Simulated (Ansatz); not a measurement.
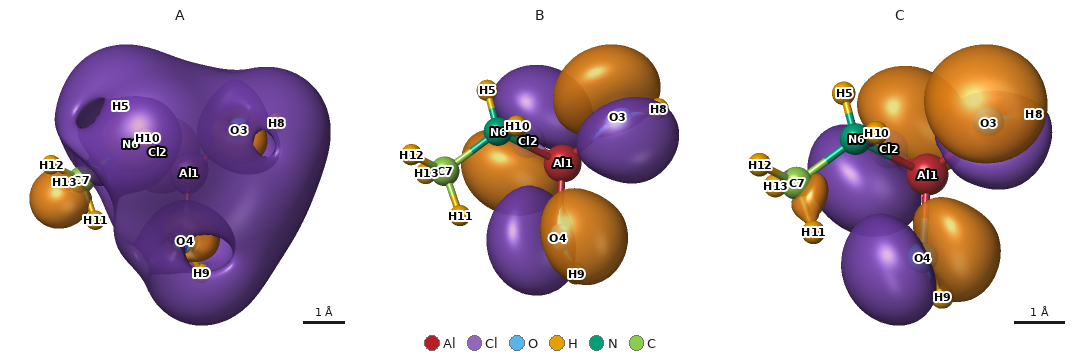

*CH₇AlClNO₂. Three frontier orbitals at ±0.05 Å⁻³ᐟ² (orange and purple are the two phases), in no order.*

Level of theory: Ansatz 0.2.0, RKS PBE-D4/6-31G.

Input file:

```
crystal:
  periodic: [false, false, false]
  atoms:
    - { symbol: Al, position_ang: [-0.514752, -0.628554, 0.835383] }
    - { symbol: Cl, position_ang: [1.578179, -2.239949, -1.504996] }
    - { symbol: O, position_ang: [-0.002184, -1.633801, 2.12042] }
    - { symbol: O, position_ang: [-2.080011, -0.651497, 0.093521] }
    - { symbol: H, position_ang: [1.434859, -0.9545, -1.136826] }
    - { symbol: "N", position_ang: [0.572539, 0.746969, 0.154793] }
    - { symbol: C, position_ang: [0.07221, 1.802933, -0.749261] }
    - { symbol: H, position_ang: [0.531948, -2.387591, 2.400007] }
    - { symbol: H, position_ang: [-2.828528, -1.269403, 0.144096] }
    - { symbol: H, position_ang: [1.447245, 0.981134, 0.628207] }
    - { symbol: H, position_ang: [-0.192388, 2.731497, -0.205958] }
    - { symbol: H, position_ang: [0.817573, 2.06058, -1.523741] }
    - { symbol: H, position_ang: [-0.83679, 1.442281, -1.255645] }
basis:
  gaussian: { orbitals: "6-31G" }
hamiltonian:
  xc: pbe
  dispersion: d4
relax:
  f_tol: 0.03
  max_steps: 50
output:
  orbitals: {}
```

Run with:

```sh
ansatz run input.yaml --threads 2 --pin off --max-ram 3072MiB --backend cpu --events-out ev --progress --plain --runs-dir out
```

The fields are those of the relaxed geometry.

Question: Which picture is the HOMO−1, the HOMO and the LUMO?

Answer: C is the HOMO−1 (−6.40 eV). By Hirshfeld shares it lies mainly on O3 (about 40 %), O4 (about 25 %) and Cl2 (about 25 %); largely a combination of lone pairs on O3, O4 and Cl2. B is the HOMO (−5.97 eV). It lies mainly on O3 (about 35 %), O4 (about 35 %) and Cl2 (about 20 %); largely a combination of lone pairs on O3, O4 and Cl2. A is the LUMO (−0.57 eV). By Hirshfeld shares it lies mainly on Al1 (about 35 %), Cl2 (about 10 %), O4 (about 10 %), O3 (about 10 %), N6 (about 5 %) and H8 (about 5 %).

Question: What is the HOMO–LUMO gap?

Answer: 5.40 eV between the orbital energies.
